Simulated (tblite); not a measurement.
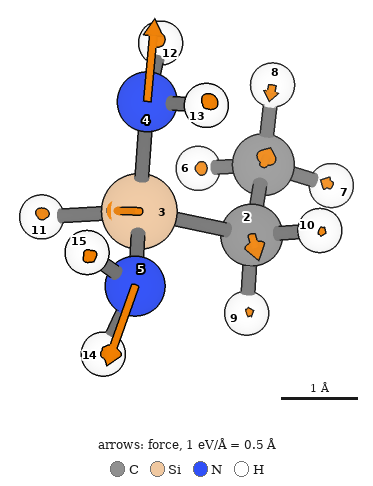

Starting geometry of C2H10N2Si with the computed forces as orange arrows. The picture is a ball-and-stick view, seen from a free direction.

Theory: GFN2-xTB geometry optimisation, gas phase (tblite). 

**What follows when this structure is relaxed?**

It isn't relaxed: the largest force vector, on an N atom, is 2.64 eV/Å. The final displacements have little in common with the starting forces (cosine between the two patterns 0.26). An H atom moves most after the best rigid fit: 0.46 Å. Largest moves by element: H 0.46 Å, N 0.19 Å, Si 0.11 Å, C 0.10 Å. Among the contacts that change: N–Si 1.671 → 1.727 Å, C–Si 1.866 → 1.907 Å, C–H 1.103 → 1.090 Å, H–N 1.019 → 1.007 Å. Bond angles that change, for instance: Si–N–H 106.4° → 116.8°, Si–N–H 109.0° → 117.5°, N–Si–H 109.1° → 117.5°. After 74 geometry steps the energy has fallen by 47.1 kJ/mol.
